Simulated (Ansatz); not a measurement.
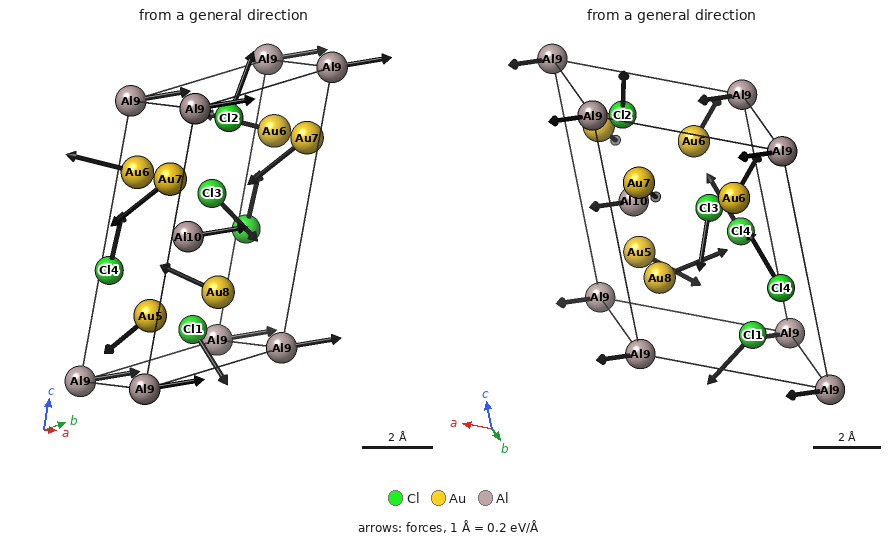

The crystal in a spheres-only representation, seen from two general directions. The wireframe shows the simulation cell. The arrows are the computed forces on the atoms.

System: AlAu2Cl2. Method used: DFT, PAW plane waves, RPBE in Ansatz. It ran with 420 eV cutoff, a 7×7×5 grid in reciprocal space, Gaussian smearing of 0.031 eV, no spin polarisation.

### Would an optimiser stop at this geometry?

No. The atoms still feel forces of up to about 0.36 eV/Å, far above a usual threshold of 0.01 to 0.03 eV/Å.

The structure is a generated cell, made by putting these elements into a known structure type (the compound may or may not exist in this form); no relaxation was done. An electronic-structure calculation with Ansatz was run on it.
